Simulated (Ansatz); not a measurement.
**Pt under a change: Li interstitial (started 1.70 Å from the nearest host atom), symmetric start**

Take a 27-atom supercell of Pt in the fcc (Cu type) structure (space group Fm-3m, No. 225; a = 3.918 Å) at its relaxed geometry as the base.

Perturbation: a neutral Li interstitial (started 1.70 Å from the nearest host atom), symmetric start, atoms relaxed at fixed cell.

The values are results of PBEsol, PAW, 420 eV (Ansatz, a first-principles code; no spin-orbit coupling), earlier PAW set, not measurements. Γ-centred 5×5×5 mesh, Fermi–Dirac width 0.05 eV.

```csv
quantity,base,changed,shift
pressure,0.0 GPa,10.7 GPa,+10.7 GPa
final site of the added atom,–,4 Pt at 2.00 Å (tetrahedral),–
```

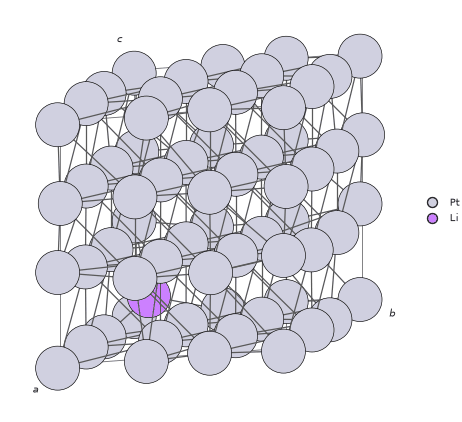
The relaxed cell after the change

The cell is small, so the values are those of an ordered compound at a high defect concentration; dilute-limit values will differ. The defect started on the symmetric site and kept its symmetry, so it may sit on a saddle. All final runs are without spin polarisation. The defect cell is not spin-polarised.
